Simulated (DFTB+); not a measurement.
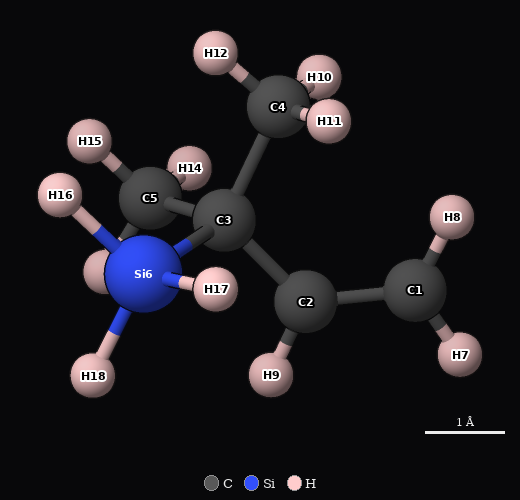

*The structure (ball-and-stick view, seen at a tilt; atoms are numbered from 1 in the order of the input).*

Bond lengths as drawn: C–C 1.40 to 1.66 Å, C–H 1.04 to 1.15 Å, C–Si 1.99 Å and H–Si 1.48 to 1.51 Å.

C5H12Si: energy and gradient calculation

The run: energy and gradient calculation of C5H12Si. Method and program: GFN2-xTB, R-SCC, dispersion built in (DFTB+ 25.1).

The geometry: force field.

Input (dftb_in.hsd)
```
Geometry = GenFormat {
  18 C
  C Si H
     1  1      0.487600     -2.148900     -1.045500
     2  1     -0.405200     -1.125500     -0.701800
     3  1     -0.082900      0.199000     -0.020600
     4  1      1.537600      0.390400      0.262100
     5  1     -0.519200      1.349500     -0.935500
     6  2     -1.029400      0.303200      1.730900
     7  3      0.091700     -2.992300     -1.550900
     8  3      1.545700     -2.043500     -0.880200
     9  3     -1.453100     -1.249700     -0.900000
    10  3      2.042200      0.359000     -0.643300
    11  3      1.847500     -0.404100      0.944600
    12  3      1.688500      1.350500      0.766400
    13  3     -1.647000      1.331800     -1.137000
    14  3     -0.028400      1.343700     -1.866500
    15  3     -0.322200      2.318300     -0.457600
    16  3     -0.754300      1.643300      2.375900
    17  3     -0.539800     -0.772100      2.624700
    18  3     -2.496900      0.158800      1.486000
}

Hamiltonian = xTB {
  Method = "GFN2-xTB"
  SCCTolerance = 1e-05
}

Analysis {
  PrintForces = Yes
}

Options {
  WriteResultsTag = Yes
}

InputVersion = 25.1
```

Launched with:
```bash
dftb+ > run.log
```

Log
```
|  DFTB+ development version (commit: a23bfb2)

Reading input file 'dftb_in.hsd'
Parser version: 14

--------------------------------------------------------------------------------

Processed input in HSD format written to 'dftb_pin.hsd'

Starting initialization...
--------------------------------------------------------------------------------
OpenMP threads:              1
Chosen random seed:          270571158
Current stacksize:           unlimited
Mode:                        Static calculation
Self consistent charges:     Yes
SCC-tolerance:                 0.100000E-04
Max. scc iterations:                    100
Shell resolved Hubbard:      Yes
Spin polarisation:           No
Nr. of up electrons:            18.000000
Nr. of down electrons:          18.000000
Periodic boundaries:         No
Electronic solver:           Relatively robust
Mixer:                       Broyden mixer
Mixing parameter:                  0.200000
Nr. of chrg. vec. in memory:            100
Max. SCC-cycles:                        100
tblite library version:      0.3.0
-> parametrization:          GFN2-xTB
-> repulsion:                Yes
-> dispersion:               Yes
-> halogen bonding:          No
-> electrostatics:           Yes
   -> isotropic:             Yes
   -> anisotropic:           Yes
   -> third-order:           Yes
Electronic temperature:              0.950045E-03 H      0.258520E-01 eV
Initial charges:             Set automatically (system chrg:   0.000E+00)
Included shells:             C:  s, p
                            Si:  s, p, d
                             H:  s
Extra options:
                             Mulliken analysis
                             Force calculation
Force type                   original

--------------------------------------------------------------------------------

***  Geometry step: 0

 iSCC Total electronic   Diff electronic      SCC error
    1   -0.18645530E+02    0.00000000E+00    0.10452785E+01
    2   -0.18739254E+02   -0.18645530E+02    0.62869355E+00
    3   -0.18750315E+02   -0.93723820E-01    0.18986673E+00
    4   -0.18749149E+02   -0.11060528E-01    0.15407794E+00
    5   -0.18740676E+02    0.11653810E-02    0.78545523E-01
    6   -0.18740548E+02    0.84737060E-02    0.42719117E-01
    7   -0.18740457E+02    0.12764357E-03    0.20798831E-01
    8   -0.18740691E+02    0.91135665E-04    0.13658542E-01
    9   -0.18740752E+02   -0.23418182E-03    0.31235442E-02
   10   -0.18740800E+02   -0.60978675E-04    0.28683366E-02
   11   -0.18740829E+02   -0.48251862E-04    0.19025513E-02
   12   -0.18740814E+02   -0.28925021E-04    0.21426922E-03
   13   -0.18740810E+02    0.15315532E-04    0.83078562E-04
   14   -0.18740810E+02    0.41146425E-05    0.26107863E-04
   15   -0.18740811E+02   -0.55388986E-06    0.14121944E-04
   16   -0.18740811E+02   -0.30136093E-06    0.40915538E-05

Total Energy:                      -18.4957498684 H         -503.2950 eV
Extrapolated to 0K:                -18.4957498684 H         -503.2950 eV
Total Mermin free energy:          -18.4957498684 H         -503.2950 eV
Force related energy:              -18.4957498684 H         -503.2950 eV

--------------------------------------------------------------------------------
--------------------------------------------------------------------------------
SCC                                    +       0.01 ( 76.0%)       0.01 ( 81.2%)
--------------------------------------------------------------------------------
Missing                                +       0.00 ( 24.0%)       0.00 ( 18.8%)
Total                                  =       0.01 (100.0%)       0.02 (100.0%)
--------------------------------------------------------------------------------
```

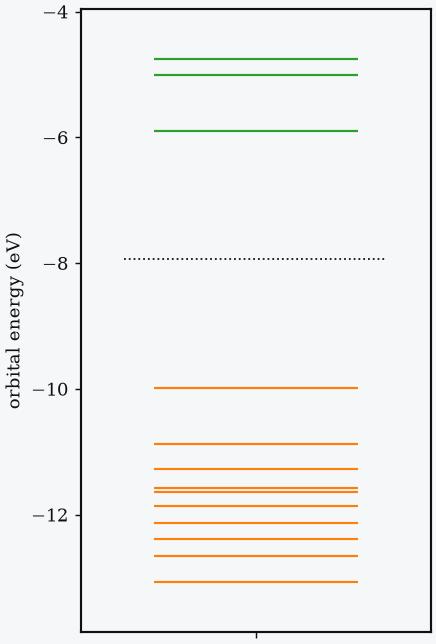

*Orbital energies near the frontier; the dotted line parts filled from empty levels, and levels within 0.02 eV of each other stand side by side.*

Highest filled −9.99 eV, lowest empty −5.89 eV, 4.10 eV apart.

Key numbers

| quantity | value |
| --- | --- |
| outcome | converged |
| Mermin free energy | −18.495750 hartree |
| basis functions | 41 |
| largest force | 4.437 eV/Å |
| HOMO | −9.99 eV |
| LUMO | −5.89 eV |
| dipole moment | 0.45 D |
| hardware | 1 thread of Intel Xeon (Granite Rapids), 32 GiB of memory available, shared host |
| peak memory | 0.071 GiB |

Notes

Settings chosen away from the usual ones: scf_conv.
